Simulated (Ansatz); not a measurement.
Consider VCuC4N4.

```
V Cu C N
1.0
     5.91824    0.00000    0.00000
     0.00000    5.91824    0.00000
     0.00000    0.00000    5.91824
V Cu C N
1 1 4 4
Direct
  0.00000 0.00000 0.00000
  0.50000 0.50000 0.50000
  0.19694 0.19694 0.19694
  0.19694 0.80306 0.80306
  0.80306 0.19694 0.80306
  0.80306 0.80306 0.19694
  0.31121 0.31121 0.31121
  0.31121 0.68879 0.68879
  0.68879 0.31121 0.68879
  0.68879 0.68879 0.31121
```

Space group P-43m; a structure generated by program, which may or may not match a known phase; spin-polarised.

All numbers below come from DFT PBE, scalar-relativistic, plane waves, PAW in Ansatz.

**What can the converged valence pseudo-density, electron localisation function and spin density tell about the bonding?**

C–N (1.17 Å): ρ is about 3.5 e/Å³ halfway; the ELF peaks at about 0.85 between the atoms (inside overlapping PAW spheres, so only a guide) (a multiple bond).
Cu–N (1.94 Å): the density is about 0.69 e/Å³ at the midpoint; the ELF peaks at about 0.90 in the valence shell of N, 0.6 Å from its nucleus, and is about 0.20 at the midpoint.
V–C (2.02 Å): ρ at the midpoint is about 0.71 e/Å³; the ELF peaks at about 0.95 in the valence shell of C, 0.6 Å from its nucleus, and is about 0.40 at the midpoint.
The spin density sits on V: +1.3 μB in one cell of 10 atoms, with smaller moments on other sites: Cu (up to +0.05 μB): parallel main moments, as they must be, since the calculation's own cell holds one magnetic site. The cell of the calculation (10 atoms) carries 2.0 μB of net spin moment.

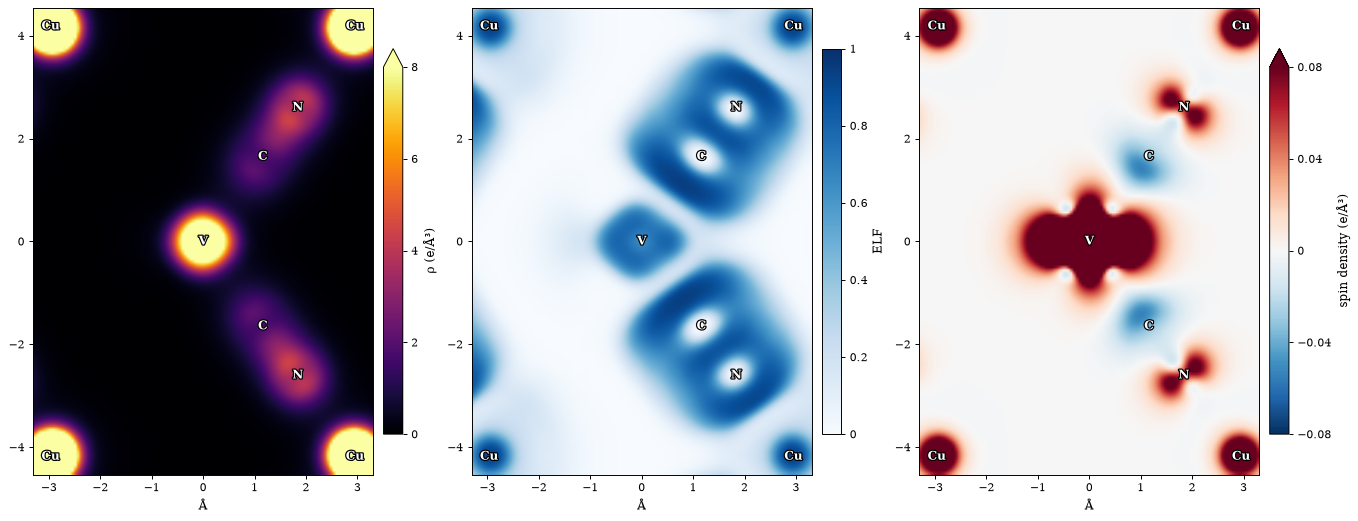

Computed valence pseudo-density, electron localisation function and spin density on the (11̄0) plane of the conventional cell, in this order. 
